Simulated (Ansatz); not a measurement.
# H2S: energies of removing a hydrogen

Wanted for H2S: energies of removing a hydrogen.

Computed with Ansatz 0.2.0, driven from Python. Level of theory: B3LYP+D4/cc-pVDZ.

### 1 Starting point

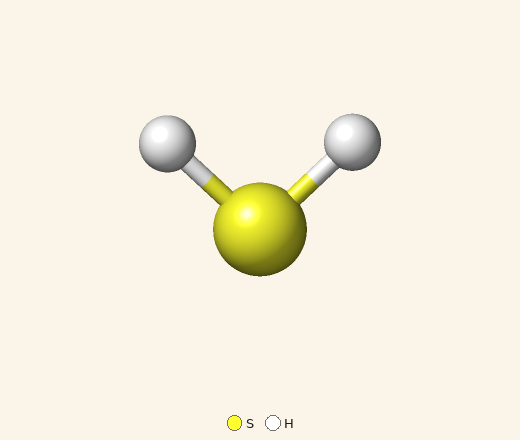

The structure that the script starts from, seen from a chosen angle (sulfur yellow, hydrogen white).

The script holds or builds the structure itself.

### 2 The script

Input file h2s_bde.py:

```python
"""Cost of removing each kind of hydrogen from H2S, fragments frozen."""

import ansatz as az
from ase import Atoms


def energy(molecule, charge=0, unpaired=0):
    calc = (
        molecule.calculation()
        .basis(gaussian="cc-pVDZ")
        .functional("B3LYP", dispersion="d4")
    )
    if charge:
        calc = calc.charge(charge)
    if unpaired:
        calc = calc.spin("collinear", total=unpaired)
    return calc.run(threads=1).report["free_energy_ev"]

def without(molecule, index):
    rest = az.Crystal.molecule()
    for i, site in enumerate(molecule.cartesian_sites):
        if i != index:
            rest = rest.atom(site.symbol, site.position_ang)
    return rest

atoms = Atoms(["S", "H", "H"], positions=[
    [-0.0361, 0.6122, 0.0],
    [-0.956, -0.3635, 0.0],
    [0.9921, -0.2487, 0.0],
])
geometry = az.Crystal.molecule_from_ase(atoms)

whole = energy(geometry, 0)
hydrogen = energy(az.Crystal.molecule().atom("H", (0, 0, 0)), 0, 1)
print(f"E(molecule) = {whole:.5f} eV, E(H) = {hydrogen:.5f} eV")
for index in [2]:
    radical = energy(without(geometry, index), 0, 1)
    print(f"H{index}: homolysis {(radical + hydrogen - whole):.3f} eV")
```

### 3 Launch

Command:

```
> python h2s_bde.py
```

The program printed:

```text
E(molecule) = -10868.50972 eV, E(H) = -13.63992 eV
H2: homolysis 3.986 eV
```

Run time: 1.5 s. Hardware: 1 thread of AMD EPYC 7R43 (Zen 3), shared host; peak memory 0.16 GiB.

### 4 What the script built

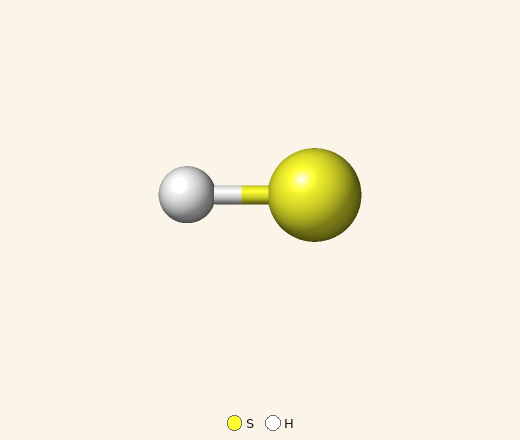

The system of run 3 as the script built it (2 atoms; sulfur yellow, hydrogen white).

Lines on the test bed's own set-up are left out of the output.

### 5 Run by run

The 3 runs, in the order started:

```tsv
run	system	unpaired or total moment	energy (eV)	<S²>	SCF cycles	CPU time (s)
1	H2S	not set	-10868.5097	0.00	11	0.31
2	H	1	-13.6399	0.75	6	0.05
3	HS	1	-10850.8837	0.75	16	0.49
```

Totals carry meaning only in balanced differences at one level of theory.

### 6 Summary of results

```
                                              quantity                          value
weakest bond to hydrogen among those tried (homolysis)  H2 (counted from 0), 3.986 eV
                                         runs compared                              3
```

In words: Atoms are numbered as in the script, from 0. The fragments aren't relaxed and zero-point energy is left out, so these aren't bond dissociation enthalpies. All 3 runs converged (6 to 16 cycles). What to keep in mind:
- The geometry is a force-field or estimated start, not a minimum of this method, and the basis set is short of its limit. All parts are taken at fixed geometry, without zero-point energy.
- b3lyp holds the VWN-RPA fit, as in Gaussian; the form of ORCA and Turbomole is b3lyp5.
